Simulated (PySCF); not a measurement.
# BH5S (SMILES [BH3-][SH2+]): levels of theory compared

Aim: a comparison of 3 runs (MP2/LANL2DZ, NEVPT2(6,6)/4-31G, BCCD(T)/def2-mTZVP) of BH5S. The job is set up through a Python script.

The calculation is run with PySCF 2.14.0.

6 further runs of the same task are left out: 6 set aside as unsound or not needed.

### Step 1. The molecule

The species is BH5S (7 atoms), meant as a singlet with charge 0. SMILES: `[BH3-][SH2+]`. The shape is that of a PBE0-D4/def2-TZVP optimisation.

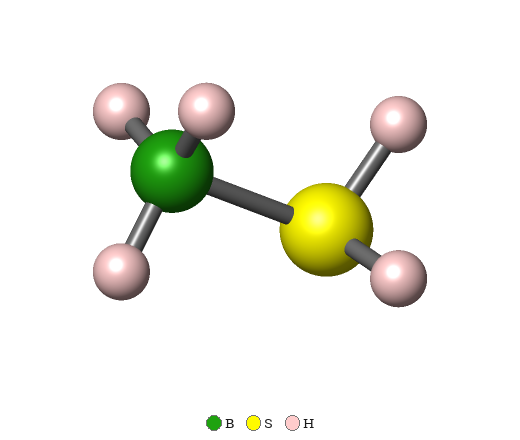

Viewed from a chosen angle; boron green, sulfur yellow, hydrogen pink.

### Step 2. A single-point energy at MP2/LANL2DZ (core potential) (run 1)

File mol.sdf:

```

     RDKit          3D

  7  6  0  0  0  0  0  0  0  0999 V2000
   -0.5256   -0.4615   -0.5043 B   0  0  0  0  0  0  0  0  0  0  0  0
    0.5686    0.9776    0.2909 S   0  0  0  0  0  0  0  0  0  0  0  0
   -1.6232    0.0364   -0.4315 H   0  0  0  0  0  0  0  0  0  0  0  0
   -0.3444   -1.4476    0.1597 H   0  0  0  0  0  0  0  0  0  0  0  0
   -0.0754   -0.4821   -1.6245 H   0  0  0  0  0  0  0  0  0  0  0  0
    0.2860    0.9038    1.6049 H   0  0  0  0  0  0  0  0  0  0  0  0
    1.7754    0.4055    0.4589 H   0  0  0  0  0  0  0  0  0  0  0  0
  2  1  1  0
  3  1  1  0
  4  1  1  0
  5  1  1  0
  6  2  1  0
  7  2  1  0
M  CHG  2   1  -1   2   1
M  END
$$$$
```

File run.py:

```python
from pyscf import gto, scf, mp
from rdkit import Chem

rd = Chem.MolFromMolFile('mol.sdf', removeHs=False, sanitize=False)
xyz = rd.GetConformer().GetPositions()
geom = [(a.GetSymbol(), tuple(x)) for a, x in zip(rd.GetAtoms(), xyz)]
for s, x in geom:
    print('%-2s %12.6f %12.6f %12.6f' % (s, *x))

mol = gto.M(
    atom=geom,
    ecp={'S': 'lanl2dz'},
    basis='lanl2dz',
    spin=0,
    verbose=3,
    max_memory=1860,
)

hf = scf.RHF(mol)
hf.kernel()

pt = mp.MP2(hf, frozen=1).run()
etot = pt.e_tot
print('E = %.10f Eh' % etot)
hf.analyze()
```

On the command line:

```console
$ OMP_NUM_THREADS=1 python run.py
```

Log:

```text
B     -0.525600    -0.461500    -0.504300
S      0.568600     0.977600     0.290900
H     -1.623200     0.036400    -0.431500
H     -0.344400    -1.447600     0.159700
H     -0.075400    -0.482100    -1.624500
H      0.286000     0.903800     1.604900
H      1.775400     0.405500     0.458900
converged SCF energy = -37.394955060646
E(RMP2) = -37.5117745106118  E_corr = -0.116819449965834
E(SCS-RMP2) = -37.5221555316945  E_corr = -0.127200471048503
E = -37.5117745106 Eh
**** MO energy ****
MO #1   energy= -7.56168852183809  occ= 2
MO #2   energy= -1.07632131398911  occ= 2
MO #3   energy= -0.711740500489489 occ= 2
MO #4   energy= -0.649945079405665 occ= 2
MO #5   energy= -0.552473191157915 occ= 2
MO #6   energy= -0.460371728676074 occ= 2
MO #7   energy= -0.43771720814083  occ= 2
MO #8   energy= -0.428110248611158 occ= 2
MO #9   energy= 0.137331615118324  occ= 0
MO #10  energy= 0.144043248692274  occ= 0
MO #11  energy= 0.203039622998228  occ= 0
MO #12  energy= 0.230373950219996  occ= 0
MO #13  energy= 0.237134689271056  occ= 0
MO #14  energy= 0.393933956876722  occ= 0
MO #15  energy= 0.47148116007509   occ= 0
MO #16  energy= 0.482705623962852  occ= 0
MO #17  energy= 0.494849246092928  occ= 0
MO #18  energy= 0.604806083260982  occ= 0
MO #19  energy= 0.641676443554704  occ= 0
MO #20  energy= 0.680007726482234  occ= 0
MO #21  energy= 0.704411429616863  occ= 0
MO #22  energy= 1.10969908825494   occ= 0
MO #23  energy= 1.14075800481061   occ= 0
MO #24  energy= 1.44087645612305   occ= 0
MO #25  energy= 1.44472085593047   occ= 0
MO #26  energy= 1.45480753087432   occ= 0
MO #27  energy= 11.3538421664499   occ= 0
 ** Mulliken atomic charges  **
charge of    0B =     -0.64298
charge of    1S =      0.96350
charge of    2H =     -0.01458
charge of    3H =     -0.02070
charge of    4H =     -0.01455
charge of    5H =     -0.13532
charge of    6H =     -0.13536
Dipole moment(X, Y, Z, Debye):  2.80203,  1.60339,  2.94189
```

Wall time 0.97 s (1 thread of Arm Neoverse V1, shared host); peak memory 0.15 GiB.

### Step 3. The energy at NEVPT2(6,6)/4-31G (sfX2C, Cartesian functions) (run 2)

File start.xyz:

```xyz
7
BH5S
B     -0.525600    -0.461500    -0.504300
S      0.568600     0.977600     0.290900
H     -1.623200     0.036400    -0.431500
H     -0.344400    -1.447600     0.159700
H     -0.075400    -0.482100    -1.624500
H      0.286000     0.903800     1.604900
H      1.775400     0.405500     0.458900
```

File calc.py:

```python
# [BH3-][SH2+]
import numpy
from pyscf import gto, scf, mp, mcscf, mrpt

system = gto.M(
    atom='start.xyz',
    spin=0,
    symmetry=True,
    cart=True,
    basis='4-31g',
    max_memory=1860,
    verbose=4,
)

calc0 = scf.RHF(system)
calc0 = calc0.x2c()
calc0.kernel()

pt = mp.MP2(scf.addons.convert_to_uhf(calc0)).run()
noons, natorbs = mcscf.addons.make_natural_orbitals(pt)
print('natural occupations', numpy.round(noons[:40], 4))
cas = mcscf.CASSCF(calc0, 6, 6)
cas.fix_spin_(ss=0.0)
cas.natorb = True
cas.kernel(natorbs)
e_pt2 = mrpt.NEVPT(cas).kernel()
e_tot = cas.e_tot + e_pt2
print('E(%s) = %.9f' % ('NEVPT2', e_tot))
dip = calc0.dip_moment()
pop, q = calc0.mulliken_pop()
```

On the command line:

```console
$ OMP_NUM_THREADS=1 python calc.py
```

Log:

```text
PySCF version 2.14.0

[... 70 lines left out ...]
converged SCF energy = -425.508530852132
[... 36 lines left out ...]
sorting_mo_energy = False
[... 58 lines left out ...]
1-step CASSCF converged in  22 macro (380 JK  76 micro) steps
[... 2 lines left out ...]
Natural orbital (expansion on meta-Lowdin AOs) in CAS space
[... 50 lines left out ...]
CASSCF energy = -425.558002213373
[... 6 lines left out ...]
Natural orbital (expansion on meta-Lowdin AOs) in CAS space
[... 58 lines left out ...]
Nevpt2 Energy = -0.099880790850433
[... 1 line left out ...]
Dipole moment(X, Y, Z, Debye):  2.76727,  1.59341,  2.90092
[... 1 line left out ...]
pop of  0  B 1s           1.99784
pop of  0  B 2s           0.38885
pop of  0  B 3s           0.62675
pop of  0  B 2px          0.42584
pop of  0  B 2py          0.38428
pop of  0  B 2pz          0.46838
pop of  0  B 3px          0.25199
pop of  0  B 3py          0.17393
pop of  0  B 3pz          0.28739
pop of  1  S 1s           1.99867
pop of  1  S 2s           2.00990
pop of  1  S 3s           0.68547
pop of  1  S 4s           1.21844
pop of  1  S 2px          1.96980
pop of  1  S 2py          1.97504
pop of  1  S 2pz          1.96989
pop of  1  S 3px          0.60450
pop of  1  S 3py          0.75563
pop of  1  S 3pz          0.60671
pop of  1  S 4px          0.60772
pop of  1  S 4py          1.05252
pop of  1  S 4pz          0.63893
pop of  2  H 1s           0.52418
pop of  2  H 2s           0.55507
pop of  3  H 1s           0.52734
pop of  3  H 2s           0.56762
pop of  4  H 1s           0.52416
pop of  4  H 2s           0.55504
pop of  5  H 1s           0.50807
pop of  5  H 2s           0.31597
pop of  6  H 1s           0.50809
pop of  6  H 2s           0.31600
 ** Mulliken atomic charges  **
charge of    0B =     -0.00525
charge of    1S =     -0.09322
charge of    2H =     -0.07924
charge of    3H =     -0.09496
charge of    4H =     -0.07920
charge of    5H =      0.17596
charge of    6H =      0.17592
```

Run time: 7.5 s. Hardware: 1 thread of Arm Neoverse V1, shared host; peak memory 0.12 GiB.

### Step 4. The energy at BCCD(T)/def2-mTZVP (sfX2C) (run 3)

File input.py:

```python
from pyscf import gto, scf, cc
from pyscf.cc.bccd import bccd_kernel_

mol = gto.M(
    atom='''
B   -0.525600  -0.461500  -0.504300
S    0.568600   0.977600   0.290900
H   -1.623200   0.036400  -0.431500
H   -0.344400  -1.447600   0.159700
H   -0.075400  -0.482100  -1.624500
H    0.286000   0.903800   1.604900
H    1.775400   0.405500   0.458900
''',
    spin=0,
    charge=0,
    basis='def2-mtzvp',
    max_memory=1860,
    verbose=4,
)

myscf = scf.RHF(mol)
myscf = myscf.sfx2c1e()
myscf.kernel()

mycc = cc.CCSD(myscf).run()
mycc = bccd_kernel_(mycc, diis=True)
e_t = mycc.ccsd_t()
e_tot = mycc.e_tot + e_t
print('Final energy', e_tot)
```

On the command line:

```console
$ OMP_NUM_THREADS=1 python input.py
```

Log:

```text
PySCF version 2.14.0

[... 63 lines left out ...]
converged SCF energy = -426.056413582994
[... 11 lines left out ...]
Init t2, MP2 energy = -426.327573816353  E_corr(MP2) -0.271160233359557
[... 11 lines left out ...]
CCSD converged
[... 23 lines left out ...]
CCSD converged
[... 21 lines left out ...]
CCSD converged
[... 19 lines left out ...]
CCSD converged
[... 3 lines left out ...]
******** <class 'pyscf.cc.ccsd.CCSD'> ********
CC2 = 0
CCSD nocc = 13, nmo = 56
max_cycle = 50
direct = 0
conv_tol = 1e-07
conv_tol_normt = 1e-05
diis_space = 6
diis_start_cycle = 0
diis_start_energy_diff = 1e+09
Init E_corr(CCSD) = -0.312274099906054
cycle = 1  E_corr(CCSD) = -0.312274131344675  dE = -3.14386218e-08  norm(t1,t2) = 1.47019e-05
cycle = 2  E_corr(CCSD) = -0.312274171316883  dE = -3.99722073e-08  norm(t1,t2) = 1.65747e-06
CCSD converged
E(CCSD) = -426.3653206261082  E_corr = -0.3122741713168827
BCC iter:    3  E:    -426.365320626108  dE:   -4.480e-08  |t1|:    1.212e-06
CCSD(T) correction = -0.00816685229725214
Final energy -426.3734874784055
```

Run time: 20 s. Hardware: 1 thread of Arm Neoverse V1, shared host; peak memory 0.2 GiB.

### Step 5. All runs side by side

```
run                                           level  core potential  Cartesian functions  energy (Eh)  dipole moment (D) of the reference  HOMO energy (eV)  LUMO energy (eV)  wall time
  1                    MP2/LANL2DZ (core potential)         lanl2dz                   no   -37.511775                                4.37            -11.65              3.74     0.97 s
  2  NEVPT2(6,6)/4-31G (sfX2C, Cartesian functions)               –                  yes  -425.657883                                4.31            -11.67              3.84      7.5 s
  3                      BCCD(T)/def2-mTZVP (sfX2C)               –                   no  -426.373487                                   –                 –                 –       20 s
```

### Step 6. Outcome

```
                 quantity          value
      run 3: total energy  -426.37349 Eh
run 3: correlation energy     -317.1 mEh
    run 3: (T) correction      -8.17 mEh
```

In words: Some runs of one species differ in core potentials or relativity; totals across that change don't compare. All runs together took 28 s, the longest 20 s.
